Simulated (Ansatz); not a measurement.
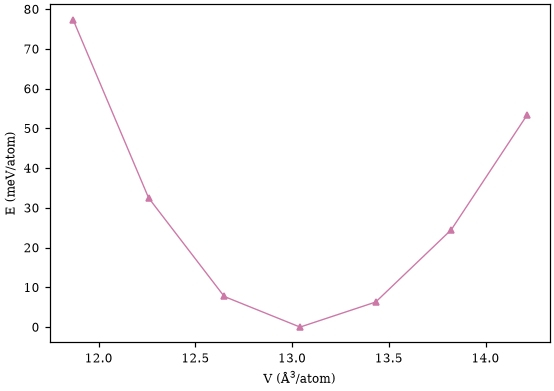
V$_{3}$Ge in space group Fm-3m (No. 225; Ge on 4a, V on 4b, V on 8c) under volume change, plane-wave PAW PBEsol (Ansatz code), scaled uniformly.

Question: What does a third-order Birch–Murnaghan fit give for V₀, B₀ and B′?

Answer: V₀ = 13.05 Å³/atom, B₀ = 194 GPa, B′ = 4.5.

The cell is a constructed one: a structure type filled with these elements; neither database checked (COD, Materials Project) lists it. COD files the formula under space group No. 223. Its standing as an ambient phase is unchecked. The PBEsol relaxation kept the symmetry of its start. At this level the phase is mechanically unstable. Magnetic state: ferromagnetic, the only order run, not a proven ground state.

Potentials: the earlier of the program's two PAW sets. The files were generated under PBE; for other functionals the program regenerates the frozen cores, and for LDA and PBEsol the local potential too.
